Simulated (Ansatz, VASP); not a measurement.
**KCl (Sylvite): VASP beside Ansatz**

One calculation is typed for both programs; each brings its own data sets. How far apart do they land? The cell is taken from a series of VASP runs on this material, whose earlier steps may have relaxed, scaled or displaced it; both programs get it as it stands. Valence electrons are named where the data sets of a main pair hold unlike numbers.

Main program and level: Ansatz 0.2.0; plane waves, with VASP 6.6.1 beside it; band structure at LDA, band structure at r2SCAN and dielectric response at LDA.

### Step 1. Set-up

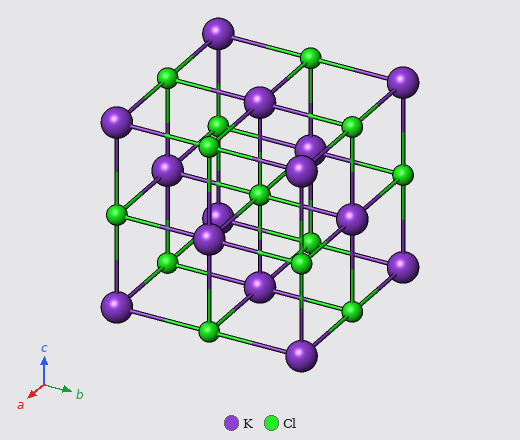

Start, viewed from a free direction; potassium purple, chlorine green. This picture shows the conventional cell, with its axes. Some periodic images of atoms are drawn too.

Structure file:

```xyz
2
Lattice="0.0000 3.1394 3.1394 3.1394 0.0000 3.1394 3.1394 3.1394 0.0000" Properties=species:S:1:pos:R:3 pbc="T T T"
K     0.0000    0.0000    0.0000
Cl    3.1394    3.1394    3.1394
```

### Step 2. VASP: band structure, LDA

The same path points are solved in both programs, so levels can be compared one by one.

Lines of VASP's logs that name or quote its potential files are left out, and so is its time.

INCAR reads:

```
SYSTEM = KCl
PREC = Accurate
ENCUT = 350
EDIFF = 1E-06
NELM = 100
ISMEAR = 0
SIGMA = 0.03
LREAL = .FALSE.
ALGO = Normal
GGA = CA
NBANDS = 20
LORBIT = 11
LWAVE = .FALSE.
LCHARG = .FALSE.
KPAR = 4
LASPH = .TRUE.
```

POSCAR reads:

```
KCl
1.0
    0.0000000000      3.1394000000      3.1394000000
    3.1394000000      0.0000000000      3.1394000000
    3.1394000000      3.1394000000      0.0000000000
K Cl
1 1
Direct
    0.0000000000      0.0000000000      0.0000000000
    0.5000000000      0.5000000000      0.5000000000
```

KPOINTS reads:

```
Automatic mesh
0
Gamma
6 6 6
0 0 0
```

KPOINTS_OPT reads:

```
Line mode
10
Line-mode
Reciprocal
  0.00000000   0.00000000   0.00000000 GAMMA
  0.50000000   0.00000000   0.50000000 X

  0.50000000   0.00000000   0.50000000 X
  0.50000000   0.25000000   0.75000000 W

  0.50000000   0.25000000   0.75000000 W
  0.37500000   0.37500000   0.75000000 K

  0.37500000   0.37500000   0.75000000 K
  0.00000000   0.00000000   0.00000000 GAMMA

  0.00000000   0.00000000   0.00000000 GAMMA
  0.50000000   0.50000000   0.50000000 L

  0.50000000   0.50000000   0.50000000 L
  0.62500000   0.25000000   0.62500000 U

  0.62500000   0.25000000   0.62500000 U
  0.50000000   0.25000000   0.75000000 W

  0.50000000   0.25000000   0.75000000 W
  0.50000000   0.50000000   0.50000000 L

  0.50000000   0.50000000   0.50000000 L
  0.37500000   0.37500000   0.75000000 K

  0.62500000   0.25000000   0.62500000 U
  0.50000000   0.00000000   0.50000000 X
```

PAW data sets: K_sv and Cl (LDA family, release 64).

On the command line:

```sh
$ mpirun -np 4 vasp_std
```

Numbers of over 12 decimals in the logs are rounded to 6 here.

Log:

```text
[banner, memory and clock lines left out]
running    4 mpi-ranks, on    1 nodes
 distrk:  each k-point on    1 cores,    4 groups
 distr:  one band on    1 cores,    1 groups

 POSCAR found type information on POSCAR K Cl
 POSCAR found :  2 types and       2 ions
 LDA part: xc-table for (Slater(with rela. corr.)+CA(PZ))
 , standard interpolation
 POSCAR, INCAR and KPOINTS ok, starting setup
 FFT: planning ... GRIDC
 FFT: planning ... GRID_SOFT
 FFT: planning ... GRID
 WAVECAR not read
 entering main loop
       N       E                     dE             d eps       ncg     rms          rms(c)
DAV:   1     0.820903608933E+02    0.82090E+02   -0.52441E+03   640   0.522E+02
DAV:   2    -0.342449547442E+01   -0.85515E+02   -0.80570E+02   788   0.179E+02
DAV:   3    -0.753792702449E+01   -0.41134E+01   -0.40909E+01   848   0.323E+01
DAV:   4    -0.766921603317E+01   -0.13129E+00   -0.13123E+00   896   0.558E+00
DAV:   5    -0.767034646355E+01   -0.11304E-02   -0.11304E-02   852   0.551E-01    0.347E+00
DAV:   6    -0.740246061813E+01    0.26789E+00   -0.22022E-01   736   0.240E+00    0.288E+00
DAV:   7    -0.737579143017E+01    0.26669E-01   -0.44053E-02   872   0.118E+00    0.158E+00
DAV:   8    -0.737501830696E+01    0.77312E-03   -0.98803E-03   828   0.541E-01    0.143E-01
DAV:   9    -0.737500972627E+01    0.85807E-05   -0.43009E-04   872   0.115E-01    0.777E-02
DAV:  10    -0.737511603095E+01   -0.10630E-03   -0.80604E-05   744   0.537E-02    0.147E-02
DAV:  11    -0.737511699069E+01   -0.95975E-06   -0.28071E-06   868   0.837E-03
   1 F= -.73751170E+01 E0= -.73751170E+01  d E =-.118908E-10
 Start KPOINTS_OPT (optional k-point list driver)
k-point batch [1-16\100]
       N       E                     dE             ncg
DAV:   1    -0.138553355892E+04   -0.63909E+04      640
DAV:   2    -0.274358051448E+04   -0.13580E+04      804
DAV:   3    -0.280982796958E+04   -0.66247E+02      828
DAV:   4    -0.281198260050E+04   -0.21546E+01      940
DAV:   5    -0.281200051753E+04   -0.17917E-01      796
DAV:   6    -0.281200104785E+04   -0.53031E-03      952
DAV:   7    -0.281200105018E+04   -0.23302E-05      808
DAV:   8    -0.281200105021E+04   -0.31524E-07      524
[...]
k-point batch [97-100\100]
       N       E                     dE             ncg
DAV:   1     0.474645882467E+04   -0.21993E+04      160
DAV:   2     0.440154049818E+04   -0.34492E+03      208
DAV:   3     0.438488986724E+04   -0.16651E+02      208
DAV:   4     0.438431702405E+04   -0.57284E+00      232
DAV:   5     0.438431153912E+04   -0.54849E-02      200
DAV:   6     0.438431136452E+04   -0.17461E-03      232
DAV:   7     0.438431136386E+04   -0.65495E-06      204
```

Parts of OUTCAR (step 2):

```text
ion  position               nearest neighbor table
   1  0.000  0.000  0.000-   2 3.14   2 3.14   2 3.14   2 3.14   2 3.14   2 3.14
   2  0.500  0.500  0.500-   1 3.14   1 3.14   1 3.14   1 3.14   1 3.14   1 3.14

  LATTYP: Found a face centered cubic cell.
 ALAT       =     6.2788000000

 Subroutine GETGRP returns: Found 48 space group operations
 (whereof 48 operations were pure point group operations)

The static configuration has the point symmetry O_h .

 Found     16 irreducible k-points:

   k-points           NKPTS =     16   k-points in BZ     NKDIM =     16   number of bands    NBANDS=     20

   dimension x,y,z NGX =    28 NGY =   28 NGZ =   28
   dimension x,y,z NGXF=    56 NGYF=   56 NGZF=   56

   ENCUT  =  350.0 eV  25.72 Ry    5.07 a.u.   6.77  6.77  6.77*2*pi/ulx,y,z

   NELECT =      16.0000    total number of electrons

 k-points in reciprocal lattice and weights: Automatic mesh
   0.00000000  0.00000000  0.00000000       0.005
   0.16666667  0.00000000  0.00000000       0.037
   0.33333333  0.00000000  0.00000000       0.037
   0.50000000  0.00000000  0.00000000       0.019
   0.16666667  0.16666667  0.00000000       0.028
   0.33333333  0.16666667  0.00000000       0.111
   0.50000000  0.16666667  0.00000000       0.111
  -0.33333333  0.16666667  0.00000000       0.111
  -0.16666667  0.16666667  0.00000000       0.056
[...]
-0.33333333  0.33333333  0.16666667       0.111
  -0.33333333  0.50000000  0.16666667       0.056

 average (electrostatic) potential at core
       1 -35.8268       2 -98.4843

 E-fermi :  -1.9316

 k-point     1 :       0.0000    0.0000    0.0000
  band No.  band energies     occupation
    ...
      4     -12.5690      2.00000
      5     -12.5690      2.00000
      6      -2.0545      2.00000
      7      -2.0545      2.00000
      8      -2.0545      2.00000
      9       2.7138      0.00000
     10       6.0330      0.00000
     11       6.0330      0.00000
     12       6.0330      0.00000
     13       6.9707      0.00000
    ...

 k-point     2 :       0.1667    0.0000    0.0000
  band No.  band energies     occupation
    ...
      4     -12.5716      2.00000
      5     -12.5006      2.00000
      6      -2.4025      2.00000
      7      -2.1477      2.00000
      8      -2.1477      2.00000
      9       3.3744      0.00000
     10       5.8360      0.00000
     11       6.3849      0.00000
     12       6.3849      0.00000
     13       7.3526      0.00000
    ...

 k-point     3 :       0.3333    0.0000    0.0000
  band No.  band energies     occupation
    ...
      4     -12.5769      2.00000
      5     -12.3746      2.00000
      6      -2.9613      2.00000
      7      -2.3231      2.00000
      8      -2.3231      2.00000
      9       4.6167      0.00000
     10       5.8862      0.00000
     11       7.3402      0.00000
     12       7.3402      0.00000
     13       8.3078      0.00000
    ...

  Total       -0.7235862     -0.7235862     -0.7235862     -0.0000000      0.0000000      0.0000000
  in kB      -18.7340167    -18.7340167    -18.7340167     -0.0000000      0.0000000      0.0000000
  external PRESSURE =     -18.7340167 kB  Pullay stress =       0.0000000 kB

  energy-cutoff  :      350.00
  volume of cell :       61.88
      direct lattice vectors                 reciprocal lattice vectors
     0.000000000  3.139400000  3.139400000    -0.159266102  0.159266102  0.159266102
     3.139400000  0.000000000  3.139400000     0.159266102 -0.159266102  0.159266102
     3.139400000  3.139400000  0.000000000     0.159266102  0.159266102 -0.159266102

 POSITION                                       TOTAL-FORCE (eV/Angst)
 -----------------------------------------------------------------------------------
      0.00000      0.00000      0.00000        -0.000000      0.000000     -0.000000
      3.13940      3.13940      3.13940         0.000000     -0.000000      0.000000
 -----------------------------------------------------------------------------------
    total drift:                                0.000000      0.000000      0.000000

  FREE ENERGIE OF THE ION-ELECTRON SYSTEM (eV)
  ---------------------------------------------------
  free  energy   TOTEN  =        -7.3751169907 eV

  energy  without entropy=       -7.3751169907  energy(sigma->0) =       -7.37511699

 total charge
# of ion       s       p       d       tot
------------------------------------------
    1        1.955   5.559   0.027   7.541
    2        1.584   3.529   0.000   5.113
--------------------------------------------------
tot          3.539   9.088   0.027  12.655

[... 3 further parts left out ...]
```

The run ends at a pressure of -1.87 GPa.

### Step 3. Ansatz: band structure, LDA

Ansatz runs on its default PAW (the set named soft_2) files.

The same cell, functional (in two slightly different forms), mesh and smearing now go to Ansatz, which takes its cutoff from its data sets.

input.yaml reads:

```yaml
crystal:
  lattice:
    - [0.0, 3.1394, 3.1394]
    - [3.1394, 0.0, 3.1394]
    - [3.1394, 3.1394, 0.0]
  atoms:
    - { symbol: K, position: [0.0, 0.0, 0.0] }
    - { symbol: Cl, position: [0.5, 0.5, 0.5] }
hamiltonian:
  xc: lda
  pseudopotentials: { kind: paw }
kpoints:
  mp_grid: { grid: [6, 6, 6] }
  band_path:
    path:
      - [0.0, 0.0, 0.0]
      - [0.16667, 0.0, 0.16667]
      - [0.33333, 0.0, 0.33333]
      - [0.5, 0.0, 0.5]
      - [0.5, 0.08333, 0.58333]
      - [0.5, 0.19444, 0.69444]
      - [0.5, 0.25, 0.75]
      - [0.45833, 0.29167, 0.75]
      - [0.40278, 0.34722, 0.75]
      - [0.375, 0.375, 0.75]
      - [0.20833, 0.20833, 0.41667]
      - [0.08333, 0.08333, 0.16667]
      - [0.0, 0.0, 0.0]
      - [0.22222, 0.22222, 0.22222]
      - [0.38889, 0.38889, 0.38889]
      - [0.51389, 0.47222, 0.51389]
      - [0.55556, 0.38889, 0.55556]
      - [0.61111, 0.27778, 0.61111]
      - [0.61111, 0.25, 0.63889]
      - [0.56944, 0.25, 0.68056]
      - [0.51389, 0.25, 0.73611]
      - [0.5, 0.27778, 0.72222]
      - [0.5, 0.38889, 0.61111]
      - [0.5, 0.47222, 0.52778]
      - [0.48611, 0.48611, 0.52778]
      - [0.43056, 0.43056, 0.63889]
      - [0.38889, 0.38889, 0.72222]
      - [0.59722, 0.19444, 0.59722]
      - [0.55556, 0.11111, 0.55556]
      - [0.5, 0.0, 0.5]
    npoints: 1
scf:
  occupations: { method: gaussian, width: 0.03 }
  n_extra_bands: 7
output:
  forces: true
  stress: true
  eigenvalues: true
  write_density: true
  write_potential: true
  elf: true
  volumetric_format: npy
```

On the command line:

```sh
$ ansatz run input.yaml --threads 2 --pin off --max-ram 4608MiB --backend cpu --events-out ev --progress --plain --runs-dir out
```

Log:

```text
scf.n_extra_bands = 7 over 8 filled bands (N_el = 16.0): the run solves 15 bands
Engine: ansatz 0.2.0, aarch64-unknown-linux-gnu
Pseudopotentials: kind: paw
Pseudopotential: K, paw, valence charge 9, recommended cutoff 420 eV (normal), K.paw.azcp
Pseudopotential: Cl, paw, valence charge 7, recommended cutoff 420 eV (normal), Cl.paw.azcp
Functional definition: SPW92
  exchange = slater_x
  correlation = pw_c
Crystal: 2 atoms, lattice volume = 61.883 Å³
Basis set: ecut = 420 eV, 1243 PW (Γ)
Bands: 15, of which v1, the nominal top of the filled ones, is band 8 counted from 1 (7 counted from 0)
Symmetry: 48 space group operations
Space group: Fm-3m (ITA 225), of the structure as read, at distance tolerance 4.0e-5 Å
k-points: 16 of 216
Non-local potential: K, projectors of the file, l = 0: 3, l = 1: 2, l = 2: 2
Non-local potential: Cl, projectors of the file, l = 0: 2, l = 1: 2, l = 2: 2
PAW form: soft (Blöchl's): semilocal exchange-correlation on the pseudo side does not see the compensation charge
PAW frozen core: K, regenerated for the run's functional, and the local potential with it (the file was generated under x = pbe(κ = 0.804, μ = 0.219515), c = pbe(β = 0.066725))
PAW frozen core: Cl, regenerated for the run's functional, and the local potential with it (the file was generated under x = pbe(κ = 0.804, μ = 0.219515), c = pbe(β = 0.066725))
PAW one-centre angular grid: K, 110 points (default); XC on 64 Gauss nodes
PAW one-centre angular grid: Cl, 110 points (default); XC on 64 Gauss nodes
Initial density: superposition of atomic densities (neutral atoms: chi_scale 0, normalization atom), corrected by the library's trained network
Initial wavefunctions: pseudopotential atomic-orbital guess
Functional: x = slater, c = lda
SCF iter   1: F=—  HF=-2544.263274 eV  |F-HF|=—  |Δ(HF+E_count)|=         —  Δρ=6.13e-3  dr2=2.25e-2  ethr=1.77e-3  ⟨swp⟩=6.3  Hψ=1479  notcnv=0
preconditioner: auto → none  [insulator: Δε(μ)=4.645 eV  Ē_g=15.955 eV  σ=0.030 eV  W_gap=1.00  n_scr=14 (ndim 8)  ℏωp=17.7 eV  f_vac=0.077  D(μ)=0.00/eV (n_scr^D=0)  ε∞_Penn≈2.2]
SCF iter   2: F=—  HF=-2544.255399 eV  |F-HF|=—  |Δ(HF+E_count)|=   7.88e-3  Δρ=2.81e-3  dr2=2.15e-3  ethr=1.41e-4  ⟨swp⟩=2.4  Hψ=517  notcnv=0  defer=22
SCF iter   3: F=—  HF=-2544.254746 eV  |F-HF|=—  |Δ(HF+E_count)|=   6.53e-4  Δρ=9.14e-4  dr2=2.99e-4  ethr=1.34e-5  ⟨swp⟩=2.1  Hψ=331  notcnv=0  defer=23
SCF iter   4: F=—  HF=-2544.254655 eV  |F-HF|=—  |Δ(HF+E_count)|=   9.11e-5  Δρ=8.74e-5  dr2=3.82e-6  ethr=1.87e-6  ⟨swp⟩=2.2  Hψ=321  notcnv=0  defer=23
SCF iter   5: F=—  HF=-2544.254652 eV  |F-HF|=—  |Δ(HF+E_count)|=   2.82e-6  Δρ=1.41e-5  dr2=3.67e-8  ethr=2.39e-8  ⟨swp⟩=2.0  Hψ=269  notcnv=0  defer=23
SCF iter   6: F=-2544.254652 eV  HF=-2544.254652 eV  |F-HF|=1.41e-9  |Δ(HF+E_count)|=   1.19e-8  Δρ=1.52e-6  dr2=1.85e-9  ethr=2.30e-10  ⟨swp⟩=8.7  Hψ=1456  notcnv=0
SCF 1 converged in 6 iterations: F = -2544.254652 eV  dr2 = 1.85e-9
  greatest PAW one-centre occupation: 0.985 electrons in one spin orbital (limit 2), on the K atom at site 0 (counted from 0), in its partial waves of l = 0
NSCF: frozen V_eff on 30 k-points
SCF converged after 6 iterations
Free energy (F): -2544.254652 eV
Harris-Foulkes:  -2544.254652 eV  (|F-HF|=1.41e-9)
Internal energy: -2544.254652 eV  (E = F + TS)
E sigma→0 (E₀):  -2544.254652 eV
Fermi energy:    3.015206 eV
--- Per-component energies (eV) ---
  E_band       = -133.751642
  E_kinetic    = 414.795523
  E_local      = -834.103017  (includes V_loc(G=0)·N_el)
  E_nonlocal   = 45.508545
  E_hartree    = 276.956023
  E_xc         = -239.033002
  E_vxc        = -285.179146  (∫ρ·V_xc dr)
  E_paw        = -1367.916671  (= ΣΔE_a)
  E_vpaw       = -28.684910  (= ΣTr[D̂ρ^β])
  E_aug_tail   = 0.000095  (compensation charges beyond the density's cutoff)
  E_ewald      = -840.910139
  E_core_change = 0.447992  (= ΣΔE_core)
  E_smearing   = -0.000000  (= −TS)
  E_closure    = -0.000000  (closes the sum)
  Σ components = -2544.254652   (vs F -2544.254652, Δ=0.00e0)
--- Forces (eV/Å), atoms counted from 1 ---
  atom   1  K     -0.00000000    -0.00000000    -0.00000000
  atom   2  Cl     0.00000000    -0.00000000    -0.00000000
  max |Σ_I F_I| component: 1.57e-29 eV/Å
--- Stress (GPa, compression-positive) ---
       -1.865375       0.000000      -0.000000
        0.000000      -1.865375       0.000000
       -0.000000      -0.000000      -1.865375
  P = ⅓ Tr σ = -1.8654 GPa (-18.654 kbar)
--- Band table (eV; the first three rows and the last of 16) ---
  k-point 0: bands = [... 4 lower, -9.8899, 0.6325, 0.6325, 0.6325, 5.3977, 8.7107, 8.7107, 8.7107, ... 3 higher]
  k-point 1: bands = [... 4 lower, -9.8232, 0.2852, 0.5394, 0.5394, 6.0582, 8.5156, 9.0601, 9.0601, ... 3 higher]
  k-point 2: bands = [... 4 lower, -9.6998, -0.2724, 0.3641, 0.3641, 7.2980, 8.5704, 10.0081, 10.0081, ... 3 higher]
  k-point 15: bands = [... 4 lower, -9.8351, 0.0208, 0.1769, 0.2489, 7.5330, 9.2138, 9.3703, 10.5414, ... 3 higher]
```

Wall time 1.8 s (2 threads of Arm Neoverse N1, shared host); peak memory 0.27 GiB; 2.9 s of CPU time.

The column dr2 measures how far the density is from self-consistency, as an energy; F and HF (Harris–Foulkes) agree once it is small.

### Step 4. Differences

Known differences besides the potentials themselves: the two LDA forms differ slightly; the cutoff is 420 eV in Ansatz and 350 eV in VASP; VASP's log shows a relativistic correction to its local exchange, Ansatz's none. Total energies have different zeros and are not compared.

Compared:

| quantity | Ansatz | VASP | difference |
| --- | --- | --- | --- |
| pressure (GPa) | -1.87 | -1.87 | +0.01 |
| gap over the path points (eV) | 4.765 | 4.769 | -0.004 |

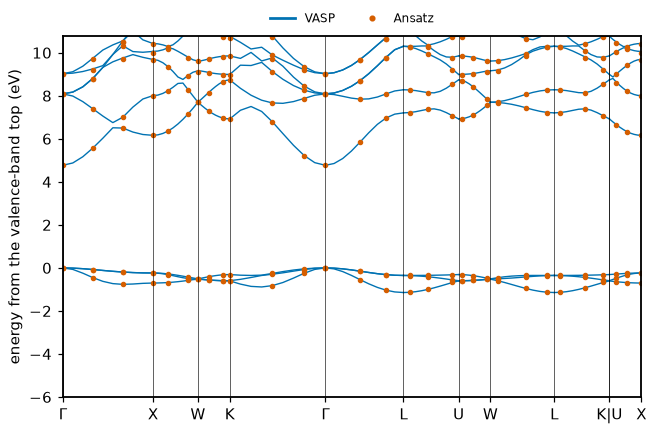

Bands from VASP (lines) and levels from Ansatz (dots). Dots without a line are higher empty bands that the VASP plot leaves out.

Levels at points of the path, from each program's valence-band top (eV; 3 filled, then empty):

| k (reciprocal lattice) | Ansatz | VASP |
| --- | --- | --- |
| 0.000 0.000 0.000 | 0.00 0.00 0.00 4.76 8.08 8.08 | 0.00 0.00 0.00 4.77 8.09 8.09 |
| 0.167 0.000 0.167 | -0.45 -0.07 -0.07 5.56 7.39 8.79 | -0.45 -0.07 -0.07 5.57 7.40 8.80 |
| 0.333 0.000 0.333 | -0.76 -0.19 -0.19 6.50 7.00 9.71 | -0.77 -0.19 -0.19 6.50 7.00 9.76 |
| 0.500 0.000 0.500 | -0.70 -0.24 -0.24 6.16 7.99 9.68 | -0.70 -0.24 -0.24 6.16 8.00 9.69 |
| 0.500 0.083 0.583 | -0.68 -0.31 -0.28 6.36 8.22 9.35 | -0.68 -0.31 -0.28 6.36 8.23 9.36 |
| 0.500 0.194 0.694 | -0.58 -0.49 -0.42 7.14 8.29 8.91 | -0.58 -0.49 -0.43 7.15 8.29 8.94 |
| 0.500 0.250 0.750 | -0.53 -0.51 -0.51 7.69 7.69 9.13 | -0.53 -0.51 -0.51 7.70 7.70 9.16 |
| 0.458 0.292 0.750 | -0.56 -0.56 -0.41 7.29 8.14 9.06 | -0.56 -0.56 -0.41 7.30 8.15 9.09 |
| 0.403 0.347 0.750 | -0.60 -0.59 -0.32 6.96 8.64 8.98 | -0.60 -0.59 -0.32 6.97 8.65 9.00 |
| 0.375 0.375 0.750 | -0.60 -0.59 -0.31 6.92 8.73 8.97 | -0.60 -0.59 -0.31 6.92 8.74 8.99 |

Among the levels compared at these points, filled levels agree within 2 meV and empty ones within 43 meV.

[end of part 1 of 2]

[Lines on the potential files, build, host, timing and source positions are cut from VASP's logs without a mark.]

[Logs are printed without paths, hosts, clocks, repeated set-up lines and the standing remarks that a program may print on its own settings, such as how far it seeks lower states.]

[Hosts, paths, dates, database ids (printed as entryN), source tags and the programs' standing remarks are cut or masked in the printed files.]
